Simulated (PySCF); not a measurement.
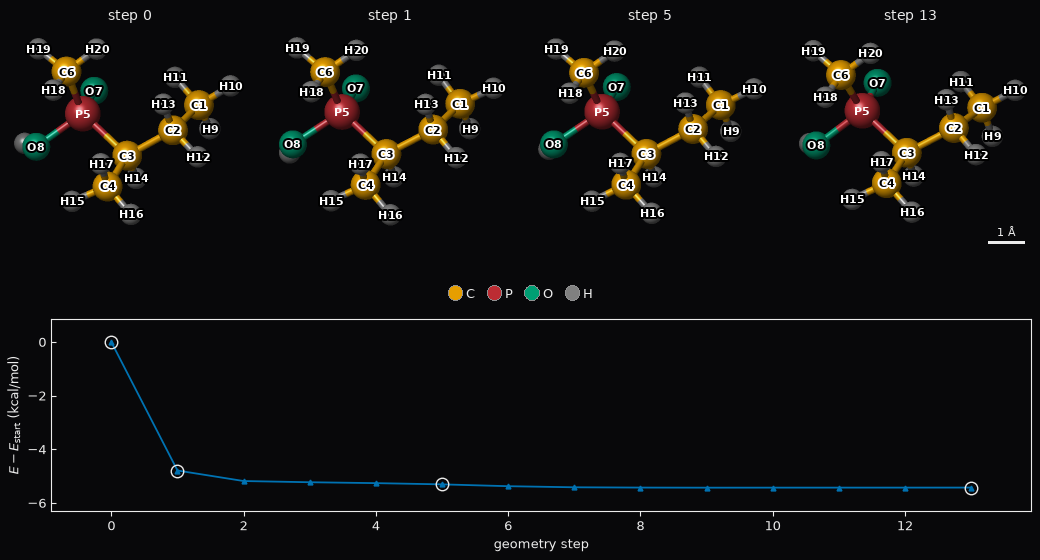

Frames of a relaxation of C5H13O2P, marked on the history of the run. Style: ball-and-stick. Shown at a tilt.

The start comes from GFN2-xTB. Its atoms were then displaced at random by about 0.01 Å.

Computed with PBE0-D3(BJ)/def2-SVP geometry optimisation, gas phase in PySCF 2.14.0, density-fitted response routines. 

**What happens along the run?**

The atom that moves furthest after the best rigid fit is an H atom (0.31 Å). Largest moves by element: H 0.31 Å, O 0.27 Å, C 0.20 Å, P 0.09 Å. Among the contacts that change: C–H 1.054 → 1.101 Å, O–P 1.601 → 1.639 Å, C–P 1.842 → 1.807 Å, O–P 1.465 → 1.494 Å. Bond angles that change, for instance: H–C–H 108.4° → 105.0°, C–C–C 109.7° → 112.4°, H–C–H 106.3° → 109.0°. After 13 geometry steps the energy has fallen by 5.42 kcal/mol. Cost: 3.2 min on 1 thread of Arm Neoverse V2, on a shared host. From step 0 to 1: an H atom moves most (0.30 Å), energy −4.79 kcal/mol. From step 1 to 5: an H atom moves most (0.12 Å), energy −0.52 kcal/mol. From step 5 to 13: H atoms move most (0.19 Å), energy −0.12 kcal/mol.

```
step  E − E(0), kcal/mol
   0                0.00
   1               -4.79
   2               -5.18
   3               -5.23
   4               -5.26
   5               -5.30
   6               -5.37
   7               -5.41
   8               -5.42
   9               -5.43
  10               -5.43
  11               -5.43
  12               -5.43
  13               -5.42
```
